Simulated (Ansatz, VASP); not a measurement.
## AlFe in two plane-wave programs

One calculation is typed for both programs; each brings its own data sets and cutoff. How far apart do they land? The cell comes out of the VASP series on this material, whose earlier steps may have relaxed, scaled or displaced it; both programs get it as it stands.

Main program and level: Ansatz 0.2.0; plane waves, with VASP 6.6.1 beside it; relaxation of cell and atoms at LDA.

### Step 1. The structure

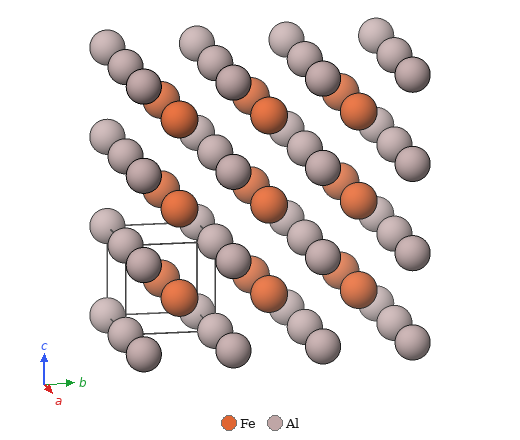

The starting structure, seen slightly off an axis (iron orange, aluminium light grey). 2×3×3 cells are drawn. Some periodic images of atoms are drawn too.

### Step 2. Ansatz: relaxation of cell and atoms, LDA

Ansatz runs on its default PAW (the set named soft_2) files.

The relaxed volume is the usual yardstick between codes: its relative difference is about their pressure difference at one cell divided by the bulk modulus.

Input file input.yaml:

```yaml
crystal:
  lattice:
    - [2.8132671463, 0.0, 0.0]
    - [0.0, 2.8132671463, 0.0]
    - [0.0, 0.0, 2.8132671463]
  atoms:
    - { symbol: Fe, position: [0.5, 0.5, 0.5], spin: 3.0 }
    - { symbol: Al, position: [0.0, 0.0, 0.0] }
hamiltonian:
  xc: lda
  pseudopotentials: { kind: paw }
magnetization:
  spin_polarized: true
kpoints:
  mp_grid: { grid: [16, 16, 16] }
scf:
  occupations: { method: methfessel_paxton, width: 0.15 }
relax:
  f_tol: 0.01
  max_steps: 60
  cell: { stress_tol: 0.05 }
output:
  forces: true
  stress: true
  write_density: true
  write_potential: true
  elf: true
  volumetric_format: npy
```

Started as:

```bash
$ ansatz run input.yaml --threads 4 --pin off --max-ram 9216MiB --backend cpu --events-out ev --progress --plain --runs-dir out
```

Numbers of over 12 decimals in the logs are rounded to 6 here.

What it wrote:

```text
Engine: ansatz 0.2.0, aarch64-unknown-linux-gnu
Pseudopotentials: kind: paw
Pseudopotential: Fe, paw, valence charge 16, recommended cutoff 420 eV (normal), Fe.paw.azcp
Pseudopotential: Al, paw, valence charge 3, recommended cutoff 420 eV (normal), Al.paw.azcp
Functional definition: SPW92
  exchange = slater_x
  correlation = pw_c
Crystal: 2 atoms, lattice volume = 22.266 Å³
Basis set: ecut = 420 eV, 461 PW (Γ)
Bands: 15, of which v1, the nominal top of the filled ones, is band 10 counted from 1 (9 counted from 0)
Symmetry: 48 space group operations
Space group: Pm-3m (ITA 221), of the structure as read, at distance tolerance 2.8e-5 Å
Magnetic group: BNS 221.92 (UNI 1594), of the structure as read, at distance tolerance 2.8e-5 Å
k-points: 165 of 4096
Non-local potential: Fe, projectors of the file, l = 0: 3, l = 1: 2, l = 2: 3, l = 3: 1
Non-local potential: Al, projectors of the file, l = 0: 2, l = 1: 2, l = 2: 1
PAW form: soft (Blöchl's): semilocal exchange-correlation on the pseudo side does not see the compensation charge
PAW frozen core: Fe, regenerated for the run's functional, and the local potential with it (the file was generated under x = pbe(κ = 0.804, μ = 0.219515), c = pbe(β = 0.066725))
PAW frozen core: Al, regenerated for the run's functional, and the local potential with it (the file was generated under x = pbe(κ = 0.804, μ = 0.219515), c = pbe(β = 0.066725))
PAW one-centre angular grid: Fe, 590 points (default); XC on 64 Gauss nodes
PAW one-centre angular grid: Al, 110 points (default); XC on 64 Gauss nodes
Initial density: superposition of atomic densities (chi_scale 0.1, normalization cell)
Starting moments: Σ|m| = 3 μB on 1 of 2 sites
Initial wavefunctions: pseudopotential atomic-orbital guess
Functional: x = slater, c = lda
SCF iter   1: F=—  HF=-4932.550241 eV  |F-HF|=—  |Δ(HF+E_count)|=         —  Δρ=8.91e-2 (↑8.91e-2 ↓3.20e-2)  dr2=1.85e0  dr2_m=2.87e-1  M=2.218 μB ∫|m|=2.442 μB  β_m=0.30  ethr=3.10e-3  ⟨swp⟩=4.2  Hψ=22259  notcnv=0
Mixer restart at iter 1: flushing history
preconditioner: auto → none  [metal: Δε(μ)=0.008 eV  Ē_g=9.664 eV  σ=0.150 eV  W_gap=0.03  n_scr=6 (ndim 8)  ℏωp=26.1 eV  f_vac=0.000  D(μ)=2.51/eV (n_scr^D=32)  sad-step TF]
SCF iter   2: F=—  HF=-4931.919368 eV  |F-HF|=—  |Δ(HF+E_count)|=   6.31e-1  Δρ=3.60e-2 (↑3.60e-2 ↓2.65e-2)  dr2=1.46e-1  dr2_m=1.69e-1  M=2.139 μB ∫|m|=2.372 μB  β_m=0.37  ethr=3.10e-3  ⟨swp⟩=2.8  Hψ=11478  notcnv=0  defer=237
SCF iter   3: F=—  HF=-4933.329656 eV  |F-HF|=—  |Δ(HF+E_count)|=         —  Δρ=1.70e-1 (↑1.70e-1 ↓1.08e-1)  dr2=7.02e-1  dr2_m=3.87e0  M=0.863 μB ∫|m|=0.954 μB  β_m=1.00  ethr=7.66e-4  ⟨swp⟩=2.6  Hψ=7930  notcnv=0  defer=240
Mixer restart at iter 3: flushing history
SCF iter   4: F=—  HF=-4935.547375 eV  |F-HF|=—  |Δ(HF+E_count)|=    2.22e0  Δρ=1.59e-1 (↑1.50e-1 ↓1.59e-1)  dr2=1.66e1  dr2_m=1.40e-2  M=0.753 μB ∫|m|=0.869 μB  β_m=0.37  ethr=2.63e-4  ⟨swp⟩=3.8  Hψ=14723  notcnv=0  defer=284
SCF iter   5: F=—  HF=-4935.750217 eV  |F-HF|=—  |Δ(HF+E_count)|=   2.03e-1  Δρ=1.61e-1 (↑1.61e-1 ↓7.18e-2)  dr2=8.54e0  dr2_m=4.43e-1  M=0.362 μB ∫|m|=0.410 μB  β_m=0.29  ethr=2.63e-4  ⟨swp⟩=4.0  Hψ=18080  notcnv=0  defer=319
SCF iter   6: F=—  HF=-4933.623129 eV  |F-HF|=—  |Δ(HF+E_count)|=    2.13e0  Δρ=1.06e-2 (↑1.04e-2 ↓1.06e-2)  dr2=1.28e-2  dr2_m=1.89e-2  M=0.674 μB ∫|m|=0.745 μB  β_m=0.38  ethr=2.63e-4  ⟨swp⟩=3.1  Hψ=14316  notcnv=0  defer=356
SCF iter   7: F=—  HF=-4933.656556 eV  |F-HF|=—  |Δ(HF+E_count)|=   3.34e-2  Δρ=1.18e-2 (↑3.08e-3 ↓1.18e-2)  dr2=2.50e-2  dr2_m=9.62e-3  M=0.658 μB ∫|m|=0.727 μB  β_m=0.43  ethr=6.73e-5  ⟨swp⟩=3.0  Hψ=11414  notcnv=0  defer=343
SCF iter   8: F=—  HF=-4933.679170 eV  |F-HF|=—  |Δ(HF+E_count)|=   2.26e-2  Δρ=4.55e-3 (↑2.89e-3 ↓4.55e-3)  dr2=5.27e-4  dr2_m=2.73e-3  M=0.637 μB ∫|m|=0.700 μB  β_m=0.72  ethr=6.73e-5  ⟨swp⟩=2.0  Hψ=7687  notcnv=0  defer=344
SCF iter   9: F=—  HF=-4933.679446 eV  |F-HF|=—  |Δ(HF+E_count)|=   2.76e-4  Δρ=2.75e-3 (↑1.86e-3 ↓2.75e-3)  dr2=1.82e-4  dr2_m=1.05e-3  M=0.633 μB ∫|m|=0.694 μB  β_m=0.66  ethr=2.77e-6  ⟨swp⟩=2.5  Hψ=8609  notcnv=0  defer=343
SCF iter  10: F=—  HF=-4933.679372 eV  |F-HF|=—  |Δ(HF+E_count)|=   7.39e-5  Δρ=1.05e-3 (↑1.05e-3 ↓9.49e-4)  dr2=1.09e-5  dr2_m=1.99e-4  M=0.629 μB ∫|m|=0.689 μB  β_m=0.83  ethr=9.57e-7  ⟨swp⟩=2.2  Hψ=6986  notcnv=0  defer=345
SCF iter  11: F=—  HF=-4933.679352 eV  |F-HF|=—  |Δ(HF+E_count)|=   2.04e-5  Δρ=1.57e-4 (↑1.37e-4 ↓1.57e-4)  dr2=2.88e-7  dr2_m=4.19e-6  M=0.629 μB ∫|m|=0.687 μB  β_m=0.91  ethr=5.76e-8  ⟨swp⟩=2.3  Hψ=7583  notcnv=0  defer=344
SCF iter  12: F=—  HF=-4933.667665 eV  |F-HF|=—  |Δ(HF+E_count)|=         —  Δρ=1.41e-3 (↑1.41e-3 ↓1.23e-3)  dr2=7.99e-6  dr2_m=3.53e-4  M=0.645 μB ∫|m|=0.703 μB  β_m=0.91  ethr=1.51e-9  ⟨swp⟩=2.5  Hψ=8148  notcnv=0  defer=344
Mixer restart at iter 12: flushing history
iteration 12: the input's own smearing fills from here on; a Gaussian of 0.15 eV has filled iterations ahead of it
SCF iter  13: F=—  HF=-4933.667766 eV  |F-HF|=—  |Δ(HF+E_count)|=   1.01e-4  S|Δr|=    0.00e0  Δρ=1.15e-3 (↑1.90e-4 ↓1.15e-3)  dr2=1.95e-4  dr2_m=8.44e-5  M=0.650 μB ∫|m|=0.709 μB  β_m=0.96  ethr=1.51e-9  ⟨swp⟩=3.2  Hψ=9551  notcnv=0  defer=344
SCF iter  14: F=—  HF=-4933.668481 eV  |F-HF|=—  |Δ(HF+E_count)|=   7.15e-4  S|Δr|=    0.00e0  Δρ=2.85e-3 (↑2.85e-3 ↓2.48e-3)  dr2=5.14e-3  dr2_m=7.86e-6  M=0.649 μB ∫|m|=0.710 μB  β_m=0.39  ethr=1.51e-9  ⟨swp⟩=4.3  Hψ=12614  notcnv=0  defer=344  recentre
SCF iter  15: F=—  HF=-4933.667756 eV  |F-HF|=—  |Δ(HF+E_count)|=   7.24e-4  S|Δr|=    0.00e0  Δρ=2.34e-4 (↑2.18e-4 ↓2.34e-4)  dr2=1.99e-7  dr2_m=1.02e-5  M=0.652 μB ∫|m|=0.712 μB  β_m=0.71  ethr=1.51e-9  ⟨swp⟩=4.0  Hψ=12464  notcnv=0  defer=344
SCF iter  16: F=—  HF=-4933.667759 eV  |F-HF|=—  |Δ(HF+E_count)|=   2.88e-6  S|Δr|=    0.00e0  Δρ=1.59e-5 (↑1.59e-5 ↓8.39e-6)  dr2=4.75e-8  dr2_m=1.94e-8  M=0.653 μB ∫|m|=0.714 μB  β_m=0.85  ethr=5.26e-10  ⟨swp⟩=7.7  Hψ=25426  notcnv=0
SCF iter  17: F=-4933.667759 eV  HF=-4933.667759 eV  |F-HF|=8.90e-10  |Δ(HF+E_count)|=   1.67e-8  S|Δr|=    0.00e0  Δρ=3.41e-6 (↑3.41e-6 ↓2.02e-6)  dr2=1.78e-9  dr2_m=1.08e-9  M=0.653 μB ∫|m|=0.714 μB  ethr=2.50e-10  ⟨swp⟩=5.8  Hψ=19809  notcnv=0
SCF 1 converged in 17 iterations: F = -4933.667759 eV  dr2 = 1.78e-9
  greatest PAW one-centre occupation: 1.002 electrons in one spin orbital (limit 2), on the Fe atom at site 0 (counted from 0), in its partial waves of l = 1
relax step   1: F+E_penalty+E_count = -4933.66775931 eV  Δ(F+E_penalty+E_count) = +0.000e0 eV  max|allowed force component| = 5.284e-29 eV/Å  Δτ_max = 0.0000 Å  P = +0.517 GPa  Ω = 22.266 Å³  (17 SCF iters, dr2 threshold 1.00e-7 eV, accepted)
[...]
relax step   2: F+E_penalty+E_count = -4933.66780663 eV  Δ(F+E_penalty+E_count) = -4.732e-5 eV  max|allowed force component| = 9.491e-30 eV/Å  Δτ_max = 0.0000 Å  P = +0.219 GPa  Ω = 22.297 Å³  energy of the carried Pulay correction = -2.599e-5 eV  (6 SCF iters, dr2 threshold 2.00e-7 eV, accepted)
[...]
relax step   3: F+E_penalty+E_count = -4933.66780359 eV  Δ(F+E_penalty+E_count) = +3.041e-6 eV  max|allowed force component| = 2.570e-29 eV/Å  Δτ_max = 0.0000 Å  P = +0.001 GPa  Ω = 22.321 Å³  energy of the carried Pulay correction = -4.517e-5 eV  (6 SCF iters, dr2 threshold 1.20e-7 eV, accepted)
[...]
relax step   4: F+E_penalty+E_count = -4933.66785236 eV  Δ(F+E_penalty+E_count) = -4.877e-5 eV  max|allowed force component| = 3.175e-29 eV/Å  Δτ_max = 0.0000 Å  P = +0.005 GPa  Ω = 22.321 Å³  stress off target by 5.46e-3 GPa  SCF on the basis re-selected at this cell (its energy is not comparable with the rows above)  (5 SCF iters)
basis re-selected at this cell: Δ(F+E_penalty+E_count) = -4.877e-5 eV, ΔP = +0.005 GPa vs the last step (what re-selecting the basis moved, of the pressure what is left beyond the Pulay correction that the steps carried, after the strain that the cell walked since its last selection, with what the two solves' SCF thresholds leave and, on support functions, any second-order correction that the steps lacked; it is no m [...]
SCF converged after 5 iterations
Stability not checked: this state was not tested for a lower state beside it, because cold or Methfessel-Paxton smearing, or corrected tetrahedra, fill the levels in a way that the test cannot read (fill_not_monotonic; see scf.lower_state_search)
Magnetization: 0.6538 μB (9.8269 up, 9.1731 down)
Absolute magnetization: 0.7158 μB (∫|ρ↑−ρ↓|, with the PAW one-centre terms)
Spin contamination: 0.0047 ħ² per cell (⟨S²⟩ above its minimum at these occupations)
Per-site moments (μB) at R_I (Å): [(0.662313, 1.005834), (-0.017195, 1.005834)]
Free energy (F): -4933.667852 eV
Harris-Foulkes:  -4933.667852 eV  (|F-HF|=7.28e-12)
Internal energy: -4933.669166 eV  (E = F + TS)
E sigma→0 (E₀):  -4933.668181 eV
Entropy (-TS):   0.001314 eV (0.657 meV/atom)
Fermi energy:    14.747775 eV
Step filling:    the computed levels leave a gap of 0.0005 eV = 0.0 smearing widths at the electron count; against every level under it full and every level over it empty, smearing changes F+E_penalty+E_count by -0.336 meV and its σ→0 estimate by -0.665 meV
--- Per-component energies (eV) ---
  E_band       = -231.236573
  E_kinetic    = 385.887895
  E_local      = -2684.986360  (includes V_loc(G=0)·N_el)
  E_nonlocal   = 231.075458
  E_hartree    = 1162.730144
  E_xc         = -160.124858
  E_vxc        = -185.571235  (∫ρ·V_xc dr)
  E_paw        = -1749.194984  (= ΣΔE_a)
  E_vpaw       = -303.103711  (= ΣTr[D̂ρ^β])
  E_aug_tail   = 0.000921  (compensation charges beyond the density's cutoff)
  E_ewald      = -2119.514635
  E_core_change = 0.457252  (= ΣΔE_core)
  E_smearing   = 0.001314  (= −TS)
  E_closure    = 0.000000  (closes the sum)
  Σ components = -4933.667852   (vs F -4933.667852, Δ=0.00e0)
--- Forces (eV/Å), atoms counted from 1 ---
  atom   1  Fe     0.00000000     0.00000000     0.00000000
  atom   2  Al    -0.00000000    -0.00000000    -0.00000000
  max |Σ_I F_I| component: 6.27e-29 eV/Å
--- Stress (GPa, compression-positive) ---
        0.005460       0.000000      -0.000000
        0.000000       0.005460      -0.000000
       -0.000000      -0.000000       0.005460
  P = ⅓ Tr σ = 0.0055 GPa (0.055 kbar)
--- Band table (eV; the first three rows and the last of 330) ---
  k-point 0 ↑: bands = [... 6 lower, 12.0162, 14.5293, 14.5293, 14.5293, 21.4471, 21.4471, 21.4471, 24.4371, ... 1 higher]
  k-point 1 ↑: bands = [... 6 lower, 12.0398, 14.4801, 14.4801, 14.5346, 20.7560, 21.5589, 21.5589, 24.4103, ... 1 higher]
  k-point 2 ↑: bands = [... 6 lower, 12.1079, 14.3452, 14.3452, 14.5496, 19.4805, 21.8818, 21.8818, 24.3315, ... 1 higher]
  k-point 164 ↓: bands = [... 6 lower, 11.3267, 15.8850, 15.8850, 17.9224, 17.9224, 17.9224, 19.4882, 21.6046, ... 1 higher]
--- Relaxed structure (3 steps of the walk, 3 accepted, 1 SCFs on fresh bases) ---
  F+E_penalty+E_count = -4933.66785236 eV   max|allowed force component| = 3.175e-29 eV/Å   (the final SCF, on the basis selected at the relaxed cell)
  cell:  # Å, volume = 22.3211 Å³
    - [2.815604, 0, 0]
    - [0, 2.815604, 0.0]
    - [0, 0.0, 2.815604]
  atoms:
    - { symbol: Fe, position: [0.500000, 0.500000, 0.500000] }
    - { symbol: Al, position: [0, 0, 0] }
```

Run time: 7.2 s. Hardware: 4 threads of Arm Neoverse V2, shared host; peak memory 0.39 GiB.

[end of part 1 of 2]

[Lines on the potential files, build, host, timing and source positions are cut from VASP's logs without a mark.]

[Logs are printed without paths, hosts, clocks, repeated set-up lines and the standing remarks that a program may print on its own settings, such as how far it seeks lower states.]

[Hosts, paths, dates, database ids (printed as entryN), source tags and the programs' standing remarks are cut or masked in the printed files.]
